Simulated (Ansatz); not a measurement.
# H2O2: the cost of one run

Method: the levels named in each step, in Ansatz 0.2.0.

## 1. Starting point

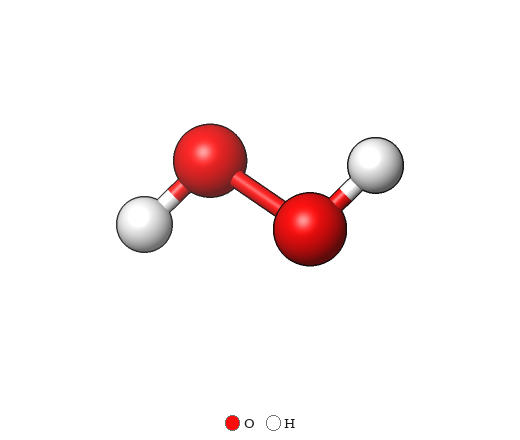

The starting structure, seen from a chosen angle (oxygen red, hydrogen white).

Structure file:

```xyz
4

O    -0.6336   -0.0012    0.3214
O     0.6336    0.0016   -0.3214
H    -1.2410   -0.0252   -0.4292
H     1.2410    0.0198    0.4293
```

## 2. A rough first relaxation, PBE-D4/def2-SVP

This run stands in another session on the same molecule. It ended at:

```xyz
4

O    -0.6647    0.2437    0.2989
O     0.6589    0.2478   -0.3081
H    -1.1542   -0.2690   -0.3773
H     1.1600   -0.2276    0.3866
```

## 3. Relaxation, PBE0-D4/def2-TZVPP

This run stands in another session on the same molecule. It ended at:

```xyz
4

O    -0.6575    0.2590    0.2774
O     0.6514    0.2638   -0.2872
H    -1.1326   -0.2840   -0.3598
H     1.1387   -0.2438    0.3696
```

## 4. Frequencies, PBE0-D4/def2-TZVPP

The input, input.yaml:

```yaml
crystal:
  periodic: [false, false, false]
  atoms:
    - { symbol: O, position_ang: [-0.65751477, 0.25904342, 0.27741773] }
    - { symbol: O, position_ang: [0.65139758, 0.26381036, -0.2871879] }
    - { symbol: H, position_ang: [-1.13257156, -0.28404793, -0.3597541] }
    - { symbol: H, position_ang: [1.13874874, -0.24384587, 0.36961426] }
basis:
  gaussian: { orbitals: def2-TZVPP }
hamiltonian:
  xc: pbe0
  dispersion: d4
phonons: {}
```

Command:

```sh
$ ansatz run input.yaml --threads 2 --pin off --max-ram 5120MiB --backend cpu --events-out ev --progress --plain --runs-dir out
```

What time and memory should one allow on 2 threads of Intel Xeon Platinum 8488C (Sapphire Rapids), shared host?

About 3.8 s, with a peak of 0.13 GiB.
